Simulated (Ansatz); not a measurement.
**Geometry relaxation, with input and output: SnNH3S2**

System: SnNH3S2.
Method: HF/LANL2DZ, RHF, core potentials LANL2DZ (Ansatz 0.2.0).

Figures and captions count atoms from 1; the log counts them from 0 in places.

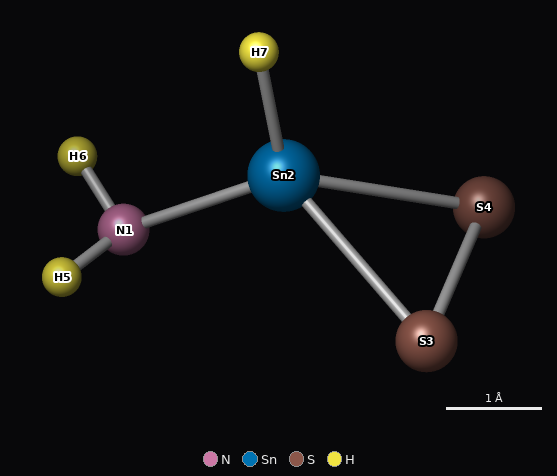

Figure 1. The starting structure (ball-and-stick view, seen at a tilt; atoms are numbered from 1 in the order of the input). Sticks mark near contacts. Bond lengths as drawn: H–N 1.01 Å, H–Sn 1.69 Å, N–Sn 2.00 Å, S–S 2.18 Å and S–Sn 2.36 to 2.38 Å.

### Results in brief

```tsv
quantity	value
outcome	converged
total energy	−79.203318 hartree
basis functions	39
largest force	0.001 eV/Å
SCF solution under orbital rotations	stable
dipole moment	6.42 D
hardware	1 thread of Intel Xeon (Granite Rapids), 64 GiB of memory available, shared host
wall time	5.1 s
peak memory	0.12 GiB
```

### Input file
```yaml
crystal:
  periodic: [false, false, false]
  atoms:
    - {symbol: N, position_ang: [-0.858900, 1.180400, 0.033200]}
    - {symbol: Sn, position_ang: [0.658800, -0.125900, 0.009600]}
    - {symbol: S, position_ang: [0.436900, -1.947300, 1.490200]}
    - {symbol: S, position_ang: [0.292300, -2.381600, -0.639300]}
    - {symbol: H, position_ang: [-0.900548, 1.755138, 0.864934]}
    - {symbol: H, position_ang: [-0.868868, 1.781997, -0.780830]}
    - {symbol: H, position_ang: [2.143100, 0.633400, -0.268300]}
basis:
  gaussian: {orbitals: LANL2DZ.json}
total_charge: 0
hamiltonian: {xc: hf}
relax: {}
```

Run as:
```bash
ansatz run input.yaml --threads 1 --pin off --max-ram 2610MiB --events-out events.jsonl --progress --plain --runs-dir runs
```

### What the program printed
```
The last accepted step is kept in runs//last_step.txt (removed where the run ends without a failure and the disk answers)
Functional definition: HF
  name "HF"
  exchange = exact_x
  correlation = 0
613 factors; integrals over basis functions are off by at most 1.4e-4 eV
mean field evaluation 1: about -2151.8624 eV, gradient 2.9e1 eV
mean field evaluation 2: about -2151.8631 eV, gradient 2.9e1 eV
mean field evaluation 4: about -2154.3075 eV, gradient 2.3e0 eV
mean field evaluation 8: about -2154.3306 eV, gradient 3.9e-4 eV
mean field -2154.33059665 eV, -79.1701891692 hartree, gradient 1.2e-5 eV, S^2 0.000000; 0 other end points of the search recorded, 0 dependent functions left out
the calculation of the forces begins
reference -2154.33059665 eV, -79.1701891692 hartree; 13, 13 occupied and 26, 26 virtual orbitals, 613 factors
relax step   1: F+E_penalty+E_count = -2154.33059665 eV  Δ(F+E_penalty+E_count) = +0.000e0 eV  max|allowed force component| = 3.582e0 eV/Å  Δτ_max = 0.0000 Å  (30 SCF iters, accepted)
these checks for a lower state are left out or cut short: starts, cluster_reference, orbital_swaps, neighbouring_geometries, increment
613 factors; integrals over basis functions are off by at most 1.4e-4 eV
mean field evaluation 16: about -2154.8271 eV, gradient 1.7e-5 eV
mean field -2154.82714763 eV, -79.1884370812 hartree, gradient 1.8e-5 eV, S^2 0.000000; 0 other end points of the search recorded, 0 dependent functions left out
the calculation of the forces begins
reference -2154.82714763 eV, -79.1884370812 hartree; 13, 13 occupied and 26, 26 virtual orbitals, 613 factors
relax step   2: F+E_penalty+E_count = -2154.82714763 eV  Δ(F+E_penalty+E_count) = -4.966e-1 eV  max|allowed force component| = 2.109e0 eV/Å  Δτ_max = 0.1941 Å  (34 SCF iters, accepted)
these checks for a lower state are left out or cut short: starts, cluster_reference, orbital_swaps, neighbouring_geometries, increment
613 factors; integrals over basis functions are off by at most 1.3e-4 eV
mean field -2154.94344769 eV, -79.1927110295 hartree, gradient 2.0e-5 eV, S^2 0.000000; 0 other end points of the search recorded, 0 dependent functions left out
the calculation of the forces begins
reference -2154.94344769 eV, -79.1927110295 hartree; 13, 13 occupied and 26, 26 virtual orbitals, 613 factors
relax step   3: F+E_penalty+E_count = -2154.94344769 eV  Δ(F+E_penalty+E_count) = -1.163e-1 eV  max|allowed force component| = 1.793e0 eV/Å  Δτ_max = 0.1588 Å  (34 SCF iters, accepted)
these checks for a lower state are left out or cut short: starts, cluster_reference, orbital_swaps, neighbouring_geometries, increment
613 factors; integrals over basis functions are off by at most 1.3e-4 eV
mean field evaluation 32: about -2155.0996 eV, gradient 1.9e-5 eV
mean field -2155.09955440 eV, -79.1984478454 hartree, gradient 1.7e-5 eV, S^2 0.000000; 0 other end points of the search recorded, 0 dependent functions left out
the calculation of the forces begins
reference -2155.09955440 eV, -79.1984478454 hartree; 13, 13 occupied and 26, 26 virtual orbitals, 613 factors
relax step   4: F+E_penalty+E_count = -2155.09955440 eV  Δ(F+E_penalty+E_count) = -1.561e-1 eV  max|allowed force component| = 8.117e-1 eV/Å  Δτ_max = 0.2000 Å  (35 SCF iters, accepted)
these checks for a lower state are left out or cut short: starts, cluster_reference, orbital_swaps, neighbouring_geometries, increment
613 factors; integrals over basis functions are off by at most 1.3e-4 eV
mean field -2155.15987489 eV, -79.2006645823 hartree, gradient 8.5e-5 eV, S^2 0.000000; 0 other end points of the search recorded, 0 dependent functions left out
the calculation of the forces begins
reference -2155.15987489 eV, -79.2006645823 hartree; 13, 13 occupied and 26, 26 virtual orbitals, 613 factors
relax step   5: F+E_penalty+E_count = -2155.15987489 eV  Δ(F+E_penalty+E_count) = -6.032e-2 eV  max|allowed force component| = 4.727e-1 eV/Å  Δτ_max = 0.2000 Å  (35 SCF iters, accepted)
these checks for a lower state are left out or cut short: starts, cluster_reference, orbital_swaps, neighbouring_geometries, increment
613 factors; integrals over basis functions are off by at most 1.3e-4 eV
mean field -2155.20742926 eV, -79.2024121732 hartree, gradient 8.2e-5 eV, S^2 0.000000; 0 other end points of the search recorded, 0 dependent functions left out
the calculation of the forces begins
reference -2155.20742926 eV, -79.2024121732 hartree; 13, 13 occupied and 26, 26 virtual orbitals, 613 factors
relax step   6: F+E_penalty+E_count = -2155.20742926 eV  Δ(F+E_penalty+E_count) = -4.755e-2 eV  max|allowed force component| = 1.917e-1 eV/Å  Δτ_max = 0.1998 Å  (34 SCF iters, accepted)
these checks for a lower state are left out or cut short: starts, cluster_reference, orbital_swaps, neighbouring_geometries, increment
613 factors; integrals over basis functions are off by at most 1.3e-4 eV
mean field -2155.22212825 eV, -79.2029523511 hartree, gradient 7.6e-5 eV, S^2 0.000000; 0 other end points of the search recorded, 0 dependent functions left out
the calculation of the forces begins
reference -2155.22212825 eV, -79.2029523511 hartree; 13, 13 occupied and 26, 26 virtual orbitals, 613 factors
relax step   7: F+E_penalty+E_count = -2155.22212825 eV  Δ(F+E_penalty+E_count) = -1.470e-2 eV  max|allowed force component| = 1.788e-1 eV/Å  Δτ_max = 0.2000 Å  (34 SCF iters, accepted)
these checks for a lower state are left out or cut short: starts, cluster_reference, orbital_swaps, neighbouring_geometries, increment
613 factors; integrals over basis functions are off by at most 1.3e-4 eV
mean field -2155.23139173 eV, -79.2032927776 hartree, gradient 1.3e-5 eV, S^2 0.000000; 0 other end points of the search recorded, 0 dependent functions left out
the calculation of the forces begins
reference -2155.23139173 eV, -79.2032927776 hartree; 13, 13 occupied and 26, 26 virtual orbitals, 613 factors
relax step   8: F+E_penalty+E_count = -2155.23139173 eV  Δ(F+E_penalty+E_count) = -9.263e-3 eV  max|allowed force component| = 1.955e-2 eV/Å  Δτ_max = 0.0962 Å  (30 SCF iters, accepted)
these checks for a lower state are left out or cut short: starts, cluster_reference, orbital_swaps, neighbouring_geometries, increment
613 factors; integrals over basis functions are off by at most 1.3e-4 eV
mean field evaluation 64: about -2155.2320 eV, gradient 1.5e-5 eV
mean field -2155.23202435 eV, -79.2033160260 hartree, gradient 7.5e-5 eV, S^2 0.000000; 0 other end points of the search recorded, 0 dependent functions left out
the calculation of the forces begins
reference -2155.23202435 eV, -79.2033160260 hartree; 13, 13 occupied and 26, 26 virtual orbitals, 613 factors
relax step   9: F+E_penalty+E_count = -2155.23202435 eV  Δ(F+E_penalty+E_count) = -6.326e-4 eV  max|allowed force component| = 4.833e-3 eV/Å  Δτ_max = 0.0329 Å  (26 SCF iters, accepted)
these checks for a lower state are left out or cut short: starts, cluster_reference, orbital_swaps, neighbouring_geometries, increment
613 factors; integrals over basis functions are off by at most 1.3e-4 eV
mean field -2155.23207530 eV, -79.2033178985 hartree, gradient 7.7e-5 eV, S^2 0.000000; 0 other end points of the search recorded, 0 dependent functions left out
the calculation of the forces begins
reference -2155.23207530 eV, -79.2033178985 hartree; 13, 13 occupied and 26, 26 virtual orbitals, 613 factors
relax step  10: F+E_penalty+E_count = -2155.23207530 eV  Δ(F+E_penalty+E_count) = -5.095e-5 eV  max|allowed force component| = 1.331e-2 eV/Å  Δτ_max = 0.0164 Å  (27 SCF iters, accepted)
these checks for a lower state are left out or cut short: starts, cluster_reference, orbital_swaps, neighbouring_geometries, increment
613 factors; integrals over basis functions are off by at most 1.3e-4 eV
mean field -2155.23206419 eV, -79.2033174902 hartree, gradient 7.7e-5 eV, S^2 0.000000; 0 other end points of the search recorded, 0 dependent functions left out
the calculation of the forces begins
reference -2155.23206419 eV, -79.2033174902 hartree; 13, 13 occupied and 26, 26 virtual orbitals, 613 factors
relax step  11: F+E_penalty+E_count = -2155.23206419 eV  Δ(F+E_penalty+E_count) = +1.111e-5 eV  max|allowed force component| = 8.152e-3 eV/Å  Δτ_max = 0.0036 Å  (28 SCF iters, rejected (line search))
these checks for a lower state are left out or cut short: starts, cluster_reference, orbital_swaps, neighbouring_geometries, increment
613 factors; integrals over basis functions are off by at most 1.3e-4 eV
mean field -2155.23208249 eV, -79.2033181628 hartree, gradient 4.7e-5 eV, S^2 0.000000; 0 other end points of the search recorded, 0 dependent functions left out
the calculation of the forces begins
reference -2155.23208249 eV, -79.2033181628 hartree; 13, 13 occupied and 26, 26 virtual orbitals, 613 factors
relax step  12: F+E_penalty+E_count = -2155.23208249 eV  Δ(F+E_penalty+E_count) = -7.191e-6 eV  max|allowed force component| = 6.152e-4 eV/Å  Δτ_max = 0.0018 Å  (21 SCF iters, accepted)
```

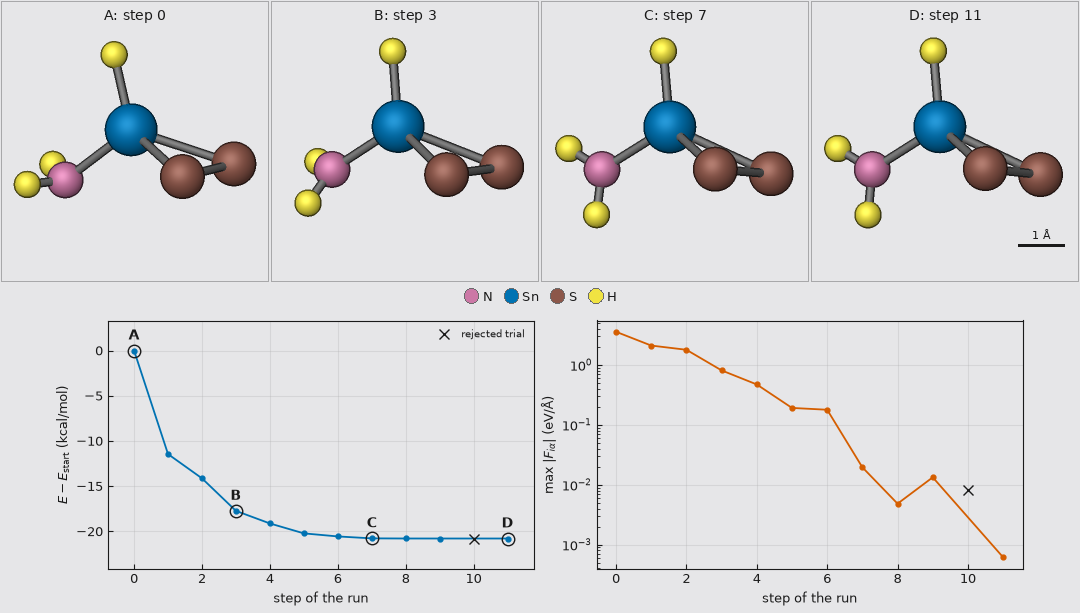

Figure 2. Frames of the relaxation (ball-and-stick view, seen at a tilt) above the curves, on which the letters mark them (the first geometry is step 0 here and step 1 in the log).

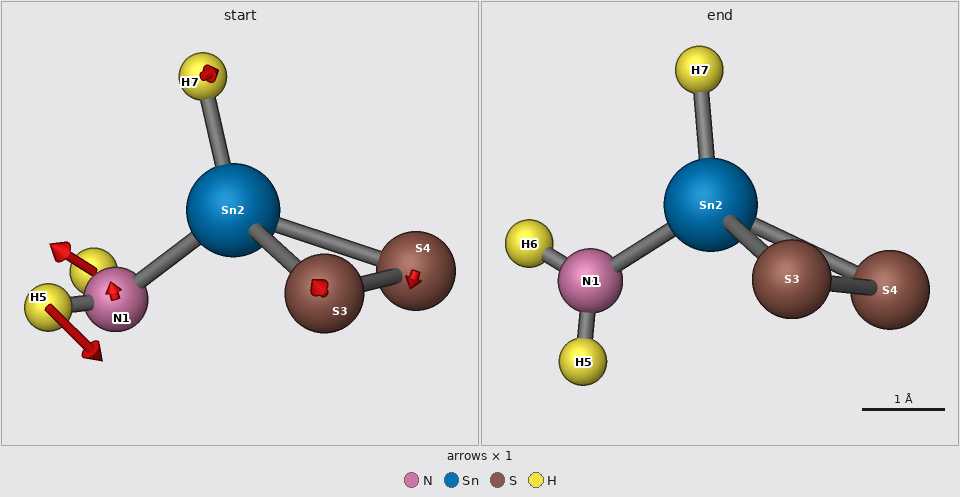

Figure 3. Before (left) and after (right) the relaxation, at one scale (ball-and-stick view, seen at a tilt). The red arrows give the displacements, at true length. Over 11 geometry steps the energy falls by 20.8 kcal/mol. Largest force component: 3.6 eV/Å at the start, 0.00061 eV/Å at the end. The line search rejected the trial step at point 10 (counted from 0) and went back. The atom that moves furthest after the best rigid fit is H5 (1.08 Å). Largest moves by element: H 1.08 Å, S 0.33 Å, N 0.24 Å, Sn 0.07 Å. Distances before and after: S3–S4 2.178 → 2.434 Å, Sn2–S3 2.358 → 2.448 Å, N1–Sn2 2.003 → 1.927 Å, Sn2–S4 2.376 → 2.448 Å. Among the angles that change: Sn2–N1–H6 112.7° → 123.3°, Sn2–N1–H5 114.3° → 123.6°, S3–Sn2–S4 54.8° → 59.6°. (Atoms are counted from 1 in the order of the input.)

```
613 factors; integrals over basis functions are off by at most 1.3e-4 eV
mean field -2155.23208249 eV, -79.2033181628 hartree, gradient 4.7e-5 eV, S^2 0.000000; 1 other end points of the search recorded, 0 dependent functions left out
the calculation of the forces begins
reference -2155.23208249 eV, -79.2033181628 hartree; 13, 13 occupied and 26, 26 virtual orbitals, 613 factors
Total energy: -2155.23208249 eV, -79.2033181628 hartree
Atom 0 at    -0.645302     1.285812     0.026534 Å, force     0.000580    -0.000615     0.000008 eV/Å
Atom 1 at     0.711936    -0.081629    -0.011458 Å, force    -0.000367     0.000366     0.000018 eV/Å
Atom 2 at     0.685256    -1.794658     1.737007 Å, force     0.000003    -0.000058     0.000072 eV/Å
Atom 3 at     0.036622    -2.375192    -0.536446 Å, force    -0.000093     0.000076    -0.000061 eV/Å
Atom 4 at    -1.581631     1.125878     0.333964 Å, force    -0.000066     0.000125     0.000085 eV/Å
Atom 5 at    -0.481579     2.227711    -0.260014 Å, force    -0.000093    -0.000030    -0.000150 eV/Å
Atom 6 at     2.177481     0.508214    -0.580082 Å, force     0.000036     0.000137     0.000029 eV/Å
Dipole moment:     0.113983     1.281883    -0.359813 e Å
```

### Trajectory as extended XYZ (Å, eV, eV/Å), 12 frames, from step=1 to step=12
```
7
Properties=species:S:1:pos:R:3:forces:R:3 step=1 energy=-2154.33060
N    -0.8589    1.1804    0.0332    1.4717   0.4343  -0.2042
Sn    0.6588   -0.1259    0.0096   -0.3539   1.8923  -0.2389
S     0.4369   -1.9473    1.4902    0.2089  -0.2339   3.5821
S     0.2923   -2.3816   -0.6393   -0.3442  -1.2665  -3.1657
H    -0.9005    1.7551    0.8649   -0.4879  -0.3531  -0.1755
H    -0.8689    1.7820   -0.7808   -0.5330  -0.2350   0.2286
H     2.1431    0.6334   -0.2683    0.0385  -0.2382  -0.0263
7
Properties=species:S:1:pos:R:3:forces:R:3 step=2 energy=-2154.82715
N    -0.7513    1.2480    0.0046   -0.3953   2.1087   1.0530
Sn    0.7029   -0.0868    0.0245   -0.4820   0.2901   0.0130
S     0.4773   -1.9623    1.5882    0.1021   0.3128   0.7014
S     0.2857   -2.3949   -0.7015   -0.1178  -0.0678  -0.7755
H    -1.0912    1.7236    0.8834    0.6367  -1.4631  -1.7049
H    -0.9765    1.8732   -0.7820    0.3771  -1.1422   0.7004
H     2.2558    0.4952   -0.3077   -0.1207  -0.0385   0.0125
7
Properties=species:S:1:pos:R:3:forces:R:3 step=3 energy=-2154.94345
N    -0.6459    1.2493    0.0168   -1.3026   1.7932   0.3577
Sn    0.7225   -0.0462    0.0386   -0.2233  -1.4364   0.2940
S     0.5021   -1.8995    1.6158    0.0245   0.1178   0.1455
S     0.1597   -2.3053   -0.7277    0.0263  -0.1269  -0.1897
H    -1.1109    1.5674    0.8632    0.1229  -0.3429  -0.8839
H    -0.9030    1.7842   -0.8031    0.0444  -0.3403   0.6271
H     2.1782    0.5464   -0.2939    1.3078   0.3357  -0.3506
7
Properties=species:S:1:pos:R:3:forces:R:3 step=4 energy=-2155.09955
N    -0.6370    1.2866    0.0490   -0.6605   0.8117   0.1012
Sn    0.7271   -0.0534    0.0393   -0.0348  -0.3825   0.1343
S     0.5011   -1.8570    1.6481    0.0174  -0.0196   0.0866
S     0.1796   -2.3237   -0.7083   -0.0499  -0.1652  -0.0435
H    -1.2718    1.4607    0.8108    0.2091  -0.2829  -0.3287
H    -0.8200    1.8898   -0.7321    0.0925  -0.1036   0.2088
H     2.2238    0.4931   -0.3974    0.4262   0.1421  -0.1587
7
Properties=species:S:1:pos:R:3:forces:R:3 step=5 energy=-2155.15987
N    -0.6434    1.2947    0.0482   -0.2609   0.3079   0.1479
Sn    0.7303   -0.0531    0.0302   -0.0248  -0.1042   0.0187
S     0.5320   -1.8242    1.6760    0.0036  -0.0229   0.0810
S     0.1438   -2.3332   -0.6656   -0.0366  -0.1559  -0.0242
H    -1.3828    1.3136    0.7331    0.2519  -0.0005  -0.4727
H    -0.7075    2.0133   -0.6501   -0.0750  -0.1203   0.3347
H     2.2304    0.4850   -0.4624    0.1419   0.0959  -0.0853
7
Properties=species:S:1:pos:R:3:forces:R:3 step=6 energy=-2155.20743
N    -0.6360    1.2962    0.0494   -0.0954   0.0605   0.0331
Sn    0.7308   -0.0640    0.0095   -0.0691  -0.0580   0.0101
S     0.5688   -1.8007    1.7057    0.0085  -0.0081   0.0047
S     0.1057   -2.3645   -0.6171    0.0097   0.0106   0.0338
H    -1.4715    1.2056    0.5962    0.1299   0.0449  -0.1917
H    -0.6113    2.1232   -0.5138   -0.0217  -0.0824   0.1580
H     2.2162    0.5004   -0.5204    0.0381   0.0326  -0.0479
7
Properties=species:S:1:pos:R:3:forces:R:3 step=7 energy=-2155.22213
N    -0.6342    1.2963    0.0403   -0.1715   0.0085   0.0115
Sn    0.6973   -0.0963   -0.0158    0.0902   0.1788  -0.0212
S     0.6078   -1.7943    1.7302    0.0217  -0.0527   0.0410
S     0.1172   -2.4130   -0.5726   -0.0519   0.0130  -0.0057
H    -1.5339    1.1753    0.4605    0.0593   0.0437  -0.0757
H    -0.5067    2.2033   -0.3633    0.0118  -0.1363   0.0628
H     2.1553    0.5248   -0.5698    0.0404  -0.0551  -0.0127
7
Properties=species:S:1:pos:R:3:forces:R:3 step=8 energy=-2155.23139
N    -0.6446    1.2896    0.0312   -0.0019  -0.0161   0.0041
Sn    0.7087   -0.0826   -0.0065    0.0089   0.0018  -0.0020
S     0.6669   -1.8006    1.7351   -0.0007   0.0113  -0.0195
S     0.0589   -2.3825   -0.5508   -0.0064   0.0127   0.0153
H    -1.5699    1.1443    0.3769   -0.0022  -0.0004  -0.0104
H    -0.4909    2.2179   -0.3020    0.0020  -0.0057   0.0101
H     2.1737    0.5100   -0.5745    0.0004  -0.0037   0.0025
7
Properties=species:S:1:pos:R:3:forces:R:3 step=9 energy=-2155.23202
N    -0.6448    1.2864    0.0281   -0.0048  -0.0008   0.0013
Sn    0.7121   -0.0815   -0.0102   -0.0032   0.0026   0.0002
S     0.6787   -1.7956    1.7358    0.0018   0.0005   0.0035
S     0.0423   -2.3762   -0.5407   -0.0028  -0.0014  -0.0019
H    -1.5775    1.1300    0.3483    0.0029  -0.0008  -0.0041
H    -0.4856    2.2243   -0.2738    0.0022  -0.0014   0.0028
H     2.1776    0.5085   -0.5780    0.0039   0.0014  -0.0018
7
Properties=species:S:1:pos:R:3:forces:R:3 step=10 energy=-2155.23207
N    -0.6454    1.2861    0.0261   -0.0049   0.0100   0.0008
Sn    0.7115   -0.0816   -0.0117    0.0021  -0.0065  -0.0004
S     0.6853   -1.7945    1.7371    0.0000   0.0011  -0.0008
S     0.0374   -2.3760   -0.5362   -0.0003   0.0048   0.0006
H    -1.5820    1.1259    0.3333    0.0053   0.0026  -0.0027
H    -0.4812    2.2287   -0.2586   -0.0025  -0.0133   0.0023
H     2.1772    0.5076   -0.5805    0.0004   0.0013   0.0002
7
Properties=species:S:1:pos:R:3:forces:R:3 step=11 energy=-2155.23206 accepted=F
N    -0.6458    1.2857    0.0275    0.0059   0.0000  -0.0058
Sn    0.7117   -0.0815   -0.0109   -0.0082  -0.0080   0.0054
S     0.6863   -1.7955    1.7368   -0.0004   0.0019  -0.0023
S     0.0370   -2.3752   -0.5367    0.0007   0.0006   0.0008
H    -1.5829    1.1277    0.3340    0.0066  -0.0034   0.0009
H    -0.4804    2.2266   -0.2614   -0.0054   0.0065   0.0018
H     2.1770    0.5084   -0.5797    0.0008   0.0025  -0.0007
7
Properties=species:S:1:pos:R:3:forces:R:3 step=12 energy=-2155.23208
N    -0.6453    1.2858    0.0265    0.0006  -0.0006   0.0000
Sn    0.7119   -0.0816   -0.0115   -0.0004   0.0004   0.0000
S     0.6853   -1.7947    1.7370    0.0000  -0.0001   0.0001
S     0.0366   -2.3752   -0.5364   -0.0001   0.0001  -0.0001
H    -1.5816    1.1259    0.3340   -0.0001   0.0001   0.0001
H    -0.4816    2.2277   -0.2600   -0.0001   0.0000  -0.0001
H     2.1775    0.5082   -0.5801    0.0000   0.0001   0.0000
```

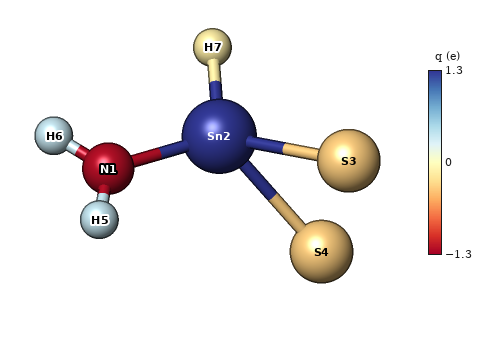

Figure 4. Mulliken charges, as the colour of each atom (ball-and-stick view, seen at a tilt; atoms are numbered from 1 in the order of the input). By element: N −1.21, Sn +1.28, S −0.35 and H −0.14 to +0.39 e.
